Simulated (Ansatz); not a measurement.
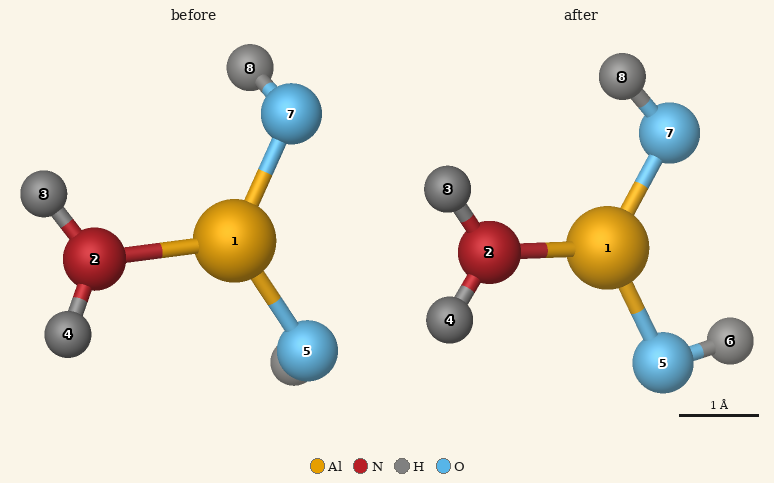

The structure of AlNH₄O₂ before (left) and after (right) a relaxation, at one scale.

The picture is a ball-and-stick view, seen at a tilt.

The run prepares the start of a later molecular dynamics calculation, from a guessed geometry.

Level of theory: Ansatz, RKS PBE0-D4/STO-3G. Settings: no spin polarisation; force threshold 0.02 eV/Å; at most 40 steps.

Question: Summarise the run.

Answer: After 9 accepted moves (10 points after the start) the energy has fallen by 29.6 kcal/mol. The largest force component goes from 4.4 to 0.0032 eV/Å. The line search rejected the trial step at point 8 of the run. The forces were under the threshold at step 7, but the run went on from there. The largest move after the best rigid fit is that of H6, 0.78 Å. By element the largest moves are H 0.78 Å, O 0.61 Å, Al 0.30 Å, N 0.14 Å. Near-neighbour distances that change, for instance: Al1–N2 1.920 → 1.728 Å, Al1–O5 1.780 → 1.704 Å, Al1–O7 1.780 → 1.707 Å, N2–H3 1.060 → 1.030 Å. Among the angles between lasting bonds that change: H3–N2–H4 120.0° → 109.0°, Al1–N2–H3 120.0° → 126.3°, Al1–O5–H6 109.5° → 104.3°. Groups turn about Al1–O5 by about 90°, Al1–O7 by about 65°.

Limits of the set-up: STO-3G is a minimal basis, so the numbers are rough.
